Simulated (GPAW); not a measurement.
# A workflow on AlH3Cl− (SMILES [AlH3-][Cl])

Aim: a geometry optimisation (OLYP-D4/szp(dzp)), then vibrational wavenumbers (OLYP-D4/szp(dzp)), then the vertical excitations (TD-OLYP/dzp) of AlH3Cl−. 

The calculation is run with GPAW 26.7.0.

3 further runs of the same task are left out: 1 that didn't finish, 2 set aside as unsound or not needed.

## (1) Starting point

AlH3Cl− has 5 atoms, charge -1, and is taken as a singlet. As SMILES, `[AlH3-][Cl]`. All atoms were displaced at random from a relaxed shape. The run starts from this shape.

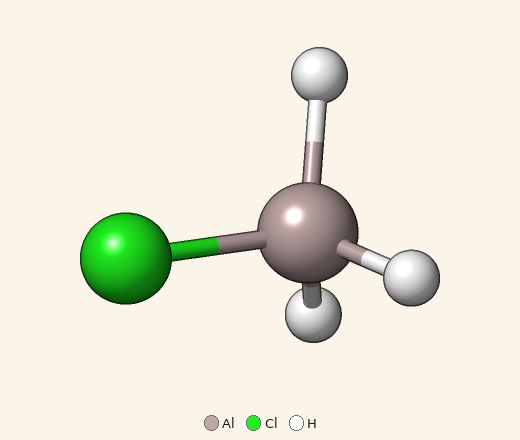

The structure, seen from a chosen angle (aluminium light grey, chlorine green, hydrogen white).

## (2) A structure relaxation at OLYP-D4/szp(dzp) (scalar-relativistic datasets) (run 1)

The input, relax.py:

```python
from ase import Atoms
from ase.calculators.mixing import SumCalculator
from ase.io import write
from ase.optimize import QuasiNewton
from dftd4.ase import DFTD4
from gpaw import GPAW, setup_paths
from gpaw.atom.configurations import parameters
from gpaw.atom.generator import Generator

atoms = Atoms('AlClHHH',
    positions=[[  0.075667,  -0.014717,  -0.091388],
               [ -1.576044,  -0.016551,   1.237429],
               [  0.226476,   1.509524,  -0.740825],
               [ -0.139503,  -1.066415,  -1.197886],
               [  1.427184,  -0.371779,   0.862345]])
atoms.set_cell([14.0, 14.0, 14.0])
atoms.center()

for symbol in ['Al', 'Cl', 'H']:
    Generator(symbol, xcname='GGA_X_OPTX+GGA_C_LYP', scalarrel=True, nofiles=True, txt=None).run(**parameters[symbol])
setup_paths.insert(0, '.')

dft = GPAW(mode='lcao',
           basis='szp(dzp)',
           h=0.16,
           xc='GGA_X_OPTX+GGA_C_LYP',
           charge=-1,
           occupations={'name': 'fermi-dirac', 'width': 0.02},
           maxiter=150,
           symmetry='off',
           txt='mol.txt')
atoms.calc = SumCalculator([DFTD4(method='OLYP'), dft])

opt = QuasiNewton(atoms, trajectory='mol.traj')
converged = opt.run(fmax=0.02, steps=40)
print('Converged:', converged)
print(f'Final energy: {atoms.get_potential_energy():.5f} eV')
print(f'r(H2-Al0)               {atoms.get_distance(2, 0):.4f} Ang')
print(f'r(H4-Al0) = {atoms.get_distance(4, 0):.4f} Ang')
write('relaxed.xyz', atoms)
```

Command:

```console
$ python relax.py
```

The program printed:

```text
Step[ FC]     Time          Energy          fmax
BFGSLineSearch:    0[  0] hh:mm:ss      -16.226815       1.6986
BFGSLineSearch:    1[  2] hh:mm:ss      -16.379051       0.4312
BFGSLineSearch:    2[  3] hh:mm:ss      -16.400881       0.1669
BFGSLineSearch:    3[  4] hh:mm:ss      -16.404097       0.1205
BFGSLineSearch:    4[  5] hh:mm:ss      -16.405650       0.0574
BFGSLineSearch:    5[  6] hh:mm:ss      -16.405840       0.0178
Converged: True
Final energy: -16.40584 eV
r(H2-Al0)               1.6611 Ang
r(H4-Al0) = 1.6598 Ang
```

mol.txt:

```text
__  _  _
 | _ |_)|_||  |
 |__||  | ||/\| - 26.7.0

units:  Angstrom and eV
cores:  1
OpenMP: False

Versions:
  Python: 3.12.14
  ASE:    3.29.0
  Numpy:  2.5.5
  Scipy:  1.18.1
  Libxc:  7.0.0

        _gpaw.cpython-312-x86_64-linux-gnu.so

[... 67 lines left out ...]
|   |                                coordinates |     weight |
[... 124 lines left out ...]
Reference energy: -19205.765458  # eV
[... 13 lines left out ...]
  Fourier metric: weight=20.0, sigma=0.015
[... 49 lines left out ...]
convergence criteria:
- Maximum [total energy] change in last 3 cyles: 0.0005 eV / valence electron
[... 14 lines left out ...]
Converged in 6 steps
[... 12 lines left out ...]
  Free energy:     -16.130073
[... 2 lines left out ...]
dipole moment: (-6.957115, -6.779839, -7.083832)  # |e|*Ang
[... 73 lines left out ...]
convergence criteria:
- Maximum [total energy] change in last 3 cyles: 0.0005 eV / valence electron
[... 12 lines left out ...]
Converged in 4 steps
[... 10 lines left out ...]
  Spinorbit:         0.000000
  ----------------------------
  Free energy:     -16.130277
  Extrapolated:    -16.130277

dipole moment: (-6.957491, -6.780822, -7.086446)  # |e|*Ang

Fermi level: 2.962
Eigenvalues  # (at kpt = [0.000, 0.000, 0.000])
| band index |      eig [eV] | occ [0-2] |
|------------|---------------|-----------|
|          0 |       -13.370 |     2.000 |
|          1 |        -4.622 |     2.000 |
|          2 |        -2.170 |     2.000 |
[... 7 lines of this table left out ...]
|         10 |         8.485 |     0.000 |

Gap: 6.746 eV
Transition (v -> c):
  (s=0, k=0, n=6, [0.00, 0.00, 0.00]) -> (s=0, k=0, n=7, [0.00, 0.00, 0.00])
No difference between direct/indirect transitions
vacuum-level: 0.000  # V

Forces  # eV/Ang
|        x |        y |        z |
|----------|----------|----------|
|  0.00312 | -0.00153 | -0.01100 |  # Al   0
| -0.05401 | -0.00837 |  0.03711 |  # Cl   1
|  0.00794 |  0.02813 | -0.00858 |  # H    2
|  0.00405 | -0.03812 | -0.02682 |  # H    3
|  0.04792 | -0.00550 |  0.00300 |  # H    4

Force computation time: 0.554  # s

timing:  # [seconds]
  Total:  225.104  # ━━━━━━━━━━━━━━━━━━━━━━━━━━━━━━━━━━━━━━━━━━━━━━━━━━━━━━━━
  Init:    36.090  # ━━━━━━━━━
  SCF:    158.986  # ━━━━━━━━━━━━━━━━━━━━━━━━━━━━━━━━━━━━━━━╸
  Forces:   3.736  # ━
  Move:    26.094  # ━━━━━━╸
```

It took 3.8 min on 1 thread of Intel Xeon Platinum 8259CL at 2.50GHz (Skylake/Cascade Lake), shared host; peak memory 1.6 GiB.

Steps, from the record of the run:

```tsv
step	energy from the first frame kept (eV)	largest force (eV/Å)
0	0.0000	1.6986
1	-0.1522	0.4312
2	-0.1741	0.1669
3	-0.1773	0.1205
4	-0.1788	0.0574
5	-0.1790	0.0178
```

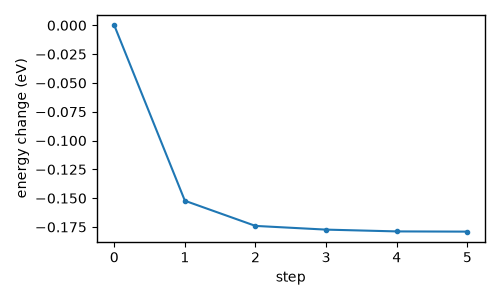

Energy along the run.

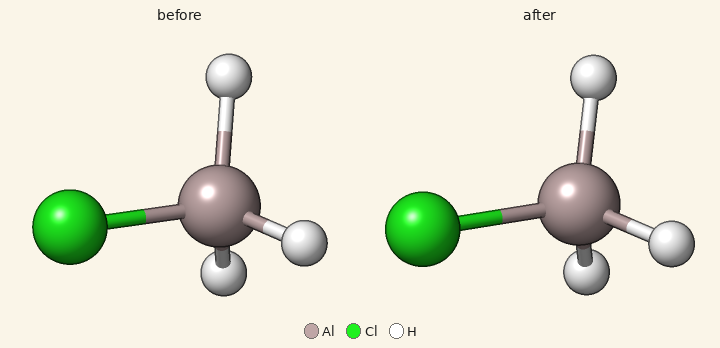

Before and after, at one scale.

After the run. Bond lengths: Al1–Cl2 2.240 Å, Al1–H3 1.661 Å, Al1–H4 1.660 Å, Al1–H5 1.660 Å. Angles: Cl2–Al1–H3 109.6°, Cl2–Al1–H4 109.4°, Cl2–Al1–H5 108.8°, H3–Al1–H4 109.2°, H3–Al1–H5 109.9°, H4–Al1–H5 109.9°.

## (3) The harmonic vibrations at OLYP-D4/szp(dzp) (scalar-relativistic datasets, shape nonlinear) (run 2)

The input, relaxed.xyz:

```xyz
5
Lattice="14.0 0.0 0.0 0.0 14.0 0.0 0.0 0.0 14.0" Properties=species:S:1:pos:R:3:forces:R:3 energy=-16.40583961932167 pbc="F F F"
Al       7.17221540       6.78685032       6.92117911      -0.00845819      -0.00170299      -0.00199596
Cl       5.39838905       6.76735984       8.28891526       0.01033996      -0.00786351      -0.01218580
H        7.33152846       8.29137756       6.23548586      -0.00420963      -0.00062263       0.01134483
H        6.95498639       5.65932469       5.72171134      -0.00101331      -0.01660868       0.00312690
H        8.53024545       6.41939214       7.80192857       0.01237482       0.00141001      -0.00657741
```

The input, vib.py:

```python
from ase.calculators.mixing import SumCalculator
from ase.io import read
from ase.thermochemistry import IdealGasThermo
from ase.vibrations import Vibrations
from dftd4.ase import DFTD4
from gpaw import GPAW, setup_paths
from gpaw.atom.configurations import parameters
from gpaw.atom.generator import Generator

molecule = read('relaxed.xyz')

for symbol in ['Al', 'Cl', 'H']:
    Generator(symbol, xcname='GGA_X_OPTX+GGA_C_LYP', scalarrel=True, nofiles=True, txt=None).run(**parameters[symbol])
setup_paths.insert(0, '.')

calculator = GPAW(mode='lcao',
                  basis='szp(dzp)',
                  h=0.16,
                  xc='GGA_X_OPTX+GGA_C_LYP',
                  charge=-1,
                  occupations={'name': 'fermi-dirac', 'width': 0.02},
                  convergence={'density': 1e-05},
                  maxiter=150,
                  symmetry='off',
                  txt='mol.txt')
molecule.calc = SumCalculator([DFTD4(method='OLYP'), calculator])

energy = molecule.get_potential_energy()
vib = Vibrations(molecule, delta=0.015)
vib.run()
vib.summary()
freqs = vib.get_frequencies()
zpe = vib.get_zero_point_energy()

thermo = IdealGasThermo(vib_energies=vib.get_energies(), potentialenergy=energy, atoms=molecule, geometry='nonlinear',
                        symmetrynumber=3, spin=0.0, ignore_imag_modes=True)
H = thermo.get_enthalpy(200.0, verbose=False)
S = thermo.get_entropy(200.0, 101325.0, verbose=False)
G = thermo.get_gibbs_energy(temperature=200.0, pressure=101325.0)
```

Command:

```console
$ python3 -u vib.py | tee vib.out
```

The program printed:

```text
---------------------
  #    meV     cm^-1
---------------------
  0   17.6i    142.0i
  1    9.6i     77.7i
  2    6.2i     50.2i
  3    7.2      58.1
  4    9.1      73.7
  5   14.0     112.6
  6   51.1     412.3
  7   63.4     511.6
  8   67.3     542.7
  9   90.9     733.2
 10   95.7     771.9
 11   99.3     801.1
 12  192.8    1555.3
 13  194.6    1570.0
 14  198.8    1603.3
---------------------
Zero-point energy: 0.542 eV
Enthalpy components at T = 200.00 K:
===============================
Enthalpy components at T = 200.00 K:
===============================
E_pot                -16.406 eV
E_ZPE                  0.527 eV
Cv_trans (0->T)        0.026 eV
Cv_rot (0->T)          0.026 eV
Cv_vib (0->T)          0.007 eV
-------------------------------
U                    -15.820 eV
===============================
(C_v -> C_p)           0.017 eV
-------------------------------
H                    -15.803 eV
===============================

Entropy components at T = 200.00 K and P = 101325.0 Pa:
=================================================
{"":15s}{"S":13s}     {"T*S:13s}
S_trans (1 bar)    0.0015827 eV/K        0.317 eV
S_rot              0.0008309 eV/K        0.166 eV
S_elec             0.0000000 eV/K        0.000 eV
S_vib              0.0000444 eV/K        0.009 eV
S (1 bar -> P)    -0.0000011 eV/K       -0.000 eV
-------------------------------------------------
S                  0.0024568 eV/K        0.491 eV
=================================================

Free energy components at T = 200.00 K and P = 101325.0 Pa:
=======================
    H        -15.803 eV
 -T*S         -0.491 eV
-----------------------
    G        -16.294 eV
=======================
```

mol.txt:

```text
__  _  _
 | _ |_)|_||  |
 |__||  | ||/\| - 26.7.0

units:  Angstrom and eV
cores:  1
OpenMP: False

Versions:
  Python: 3.12.14
  ASE:    3.29.0
  Numpy:  2.5.5
  Scipy:  1.18.1
  Libxc:  7.0.0

        _gpaw.cpython-312-x86_64-linux-gnu.so

[... 68 lines left out ...]
|   |                                coordinates |     weight |
[... 138 lines left out ...]
  Fourier metric: weight=20.0, sigma=0.015
[... 47 lines left out ...]
- Maximum [total energy] change in last 3 cyles: 0.0005 eV / valence electron
[... 27 lines left out ...]
  Free energy:     -16.129823
[... 76 lines left out ...]
convergence criteria:
[... 16 lines left out ...]
Converged in 7 steps
[... 10 lines left out ...]
  Spinorbit:         0.000000
  ----------------------------
  Free energy:     -16.129895
  Extrapolated:    -16.129895

dipole moment: (-6.957895, -6.780737, -7.092874)  # |e|*Ang

Fermi level: 2.716
Eigenvalues  # (at kpt = [0.000, 0.000, 0.000])
| band index |      eig [eV] | occ [0-2] |
|------------|---------------|-----------|
|          0 |       -13.367 |     2.000 |
|          1 |        -4.618 |     2.000 |
|          2 |        -2.165 |     2.000 |
[... 7 lines of this table left out ...]
|         10 |         8.434 |     0.000 |

Gap: 6.740 eV
Transition (v -> c):
  (s=0, k=0, n=6, [0.00, 0.00, 0.00]) -> (s=0, k=0, n=7, [0.00, 0.00, 0.00])
No difference between direct/indirect transitions
vacuum-level: 0.000  # V

Forces  # eV/Ang
|        x |        y |        z |
|----------|----------|----------|
|  0.04661 | -0.01286 |  0.04418 |  # Al   0
| -0.06107 | -0.00700 |  0.03334 |  # Cl   1
|  0.01263 |  0.02567 | -0.00917 |  # H    2
|  0.01198 | -0.03804 | -0.02309 |  # H    3
|  0.00235 |  0.00762 | -0.05245 |  # H    4

Force computation time: 0.659  # s

timing:  # [seconds]
  Total:  1026.768  # ━━━━━━━━━━━━━━━━━━━━━━━━━━━━━━━━━━━━━━━━━━━━━━━━━━━━━━━
  Init:     35.213  # ━━
  SCF:     842.847  # ━━━━━━━━━━━━━━━━━━━━━━━━━━━━━━━━━━━━━━━━━━━━━
  Forces:   17.112  # ━
  Move:    131.159  # ━━━━━━━
```

It took 17 min on 1 thread of Intel Xeon Platinum 8259CL at 2.50GHz (Skylake/Cascade Lake), shared host; peak memory 1.6 GiB.

## (4) The vertical excitations at TD-OLYP/dzp (scalar-relativistic datasets, restrict set) (run 3)

relaxed.xyz is that of step 3.

The input, calc.py:

```python
from ase.io import read
from ase.units import Hartree
from gpaw import GPAW, setup_paths
from gpaw.atom.configurations import parameters
from gpaw.atom.generator import Generator
from gpaw.lrtddft import LrTDDFT

# Structure
system = read('relaxed.xyz')

# Generate the setups first
for symbol in ['Al', 'Cl', 'H']:
    Generator(symbol, xcname='GGA_X_OPTX+GGA_C_LYP', scalarrel=True, nofiles=True, txt=None).run(**parameters[symbol])
setup_paths.insert(0, '.')

# Ground state
calculator = GPAW(mode='lcao',
                  basis='dzp',
                  h=0.16,
                  xc='GGA_X_OPTX+GGA_C_LYP',
                  charge=-1,
                  nbands='nao',
                  maxiter=150,
                  symmetry='off',
                  legacy_gpaw=True,
                  txt='gs.txt')
system.calc = calculator
system.get_potential_energy()

# Casida equation
lr = LrTDDFT(calculator, nspins=2, restrict={'jend': 14, 'istart': 4}, txt='lr.txt')
lr, triplets = lr.singlets_triplets()
triplets.diagonalize()
lr.diagonalize()
energies = [x.get_energy() * Hartree for x in lr][:6]
strengths = [x.get_oscillator_strength()[0] for x in lr][:6]
for n, (e, f) in enumerate(zip(energies, strengths), 1):
    print(f'{n:3d} {e:8.3f} eV  f = {f:.4f}')
e_triplets = [x.get_energy() * Hartree for x in triplets][:6]
print('Triplets (eV):', [round(e, 3) for e in e_triplets])
lr.analyse(range(4))
```

Command:

```console
$ python3 calc.py
```

The program printed:

```text
IndexError: list index out of range
```

gs.txt:

```text
___ ___ ___ _ _ _
 |   |   |_  | | | |
 | | | | | . | | | |
 |__ |  _|___|_____|  26.7.0
 |___|_|

units:  Angstrom and eV
cores:  1
OpenMP: False

Versions:
  Python: 3.12.14
  ASE:    3.29.0
  Numpy:  2.5.5
  Scipy:  1.18.1
  Libxc:  7.0.0

        _gpaw.cpython-312-x86_64-linux-gnu.so

Input parameters:
  basis: dzp
  charge: -1
  h: 0.16
  maxiter: 150
  mode: lcao
  nbands: nao
  symmetry: off
  xc: GGA_X_OPTX+GGA_C_LYP

System changes: positions, numbers, cell, pbc, initial_charges, initial_magmoms

Initialize ...

species:
  Al:
    name:    Aluminium
    Z:       13.0
    valence: 3
    core:    10
    charge:  0.0  # [|e|]
[... 99 lines left out ...]
Convergence criteria:
[... 5 lines left out ...]
 the SCF output indicates the quantity has converged.)
[... 71 lines left out ...]
Bands to converge: occupied
[... 63 lines left out ...]
Dipole moment: (-6.793229, -6.778902, -7.212848) |e|*Ang
[... 81 lines left out ...]
Converged after 3 iterations.
[... 13 lines left out ...]
Free energy:    -16.726319
[... 73 lines left out ...]
Memory usage: 1.02 GiB
```

Wall time 79 s (1 thread of Intel Xeon Platinum 8259CL at 2.50GHz (Skylake/Cascade Lake), shared host); peak memory 1 GiB.

The program stopped with an error.

## (5) What came out

| quantity | value |
| --- | --- |
| run 1, OLYP-D4/szp(dzp): energy as printed (from the program's reference atoms) | -16.4058 eV |
| run 1, OLYP-D4/szp(dzp): HOMO energy | -0.82 eV |
| run 1, OLYP-D4/szp(dzp): LUMO energy | 5.92 eV |
| run 1, OLYP-D4/szp(dzp): HOMO–LUMO gap (to an unbound level, set by the basis) | 6.75 eV |
| run 1, OLYP-D4/szp(dzp): dispersion energy | -26.59 kJ/mol |
| run 2, OLYP-D4/szp(dzp): lowest harmonic wavenumber | 412 cm⁻¹ |
| run 2, OLYP-D4/szp(dzp): highest harmonic wavenumber | 1603 cm⁻¹ |
| run 2, OLYP-D4/szp(dzp): zero-point energy | 50.8 kJ/mol |
| run 2, OLYP-D4/szp(dzp): ideal-gas entropy at 200 K and 101325 Pa (symmetry number 3 as used) | 56.7 cal/(mol K) |
| run 3, TD-OLYP/dzp | no result (crashed) |

In words: The optimisation (run 1, OLYP-D4/szp(dzp)) took 5 steps and changed the energy by -0.179 eV. All 9 modes (run 2, OLYP-D4/szp(dzp)) are real, so the shape is a minimum at this level. 1 of the 3 runs did not end normally.
